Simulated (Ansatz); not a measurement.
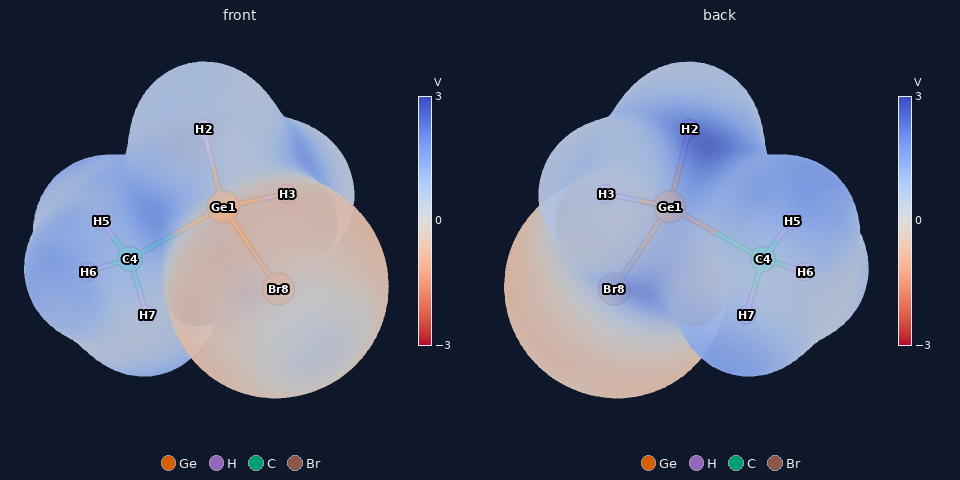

Figure 1: CH₅BrGe (GeH2MeBr). The molecular electrostatic potential painted on the density surface at 0.004 e/bohr³, seen from the front and from behind; red is negative and blue positive.

Geometry: PBE0-D4/def2-SVP.

The calculation used RKS PBE0-D4/def2-TZVP in Ansatz.

```yaml
atoms:
  - { symbol: Ge, position_ang: [0.4977, -0.6342, 0.3587] }
  - { symbol: H, position_ang: [0.4718, -0.7147, 1.8940] }
  - { symbol: H, position_ang: [1.9402, -0.7283, -0.1654] }
  - { symbol: C, position_ang: [-0.4399, 0.9242, -0.3194] }
  - { symbol: H, position_ang: [0.0349, 1.8421, 0.0598] }
  - { symbol: H, position_ang: [-1.4888, 0.9021, 0.0079] }
  - { symbol: H, position_ang: [-0.4099, 0.9325, -1.4178] }
  - { symbol: Br, position_ang: [-0.6060, -2.5237, -0.4178] }
```

Describe the electrostatic potential map.

The most negative region (about −0.6 V) lies over Br8, the most positive (about +2.5 V) over Ge1. Br8 shows a σ-hole: about +0.4 V at the tip opposite its bond, against about −0.6 V on its flanks.
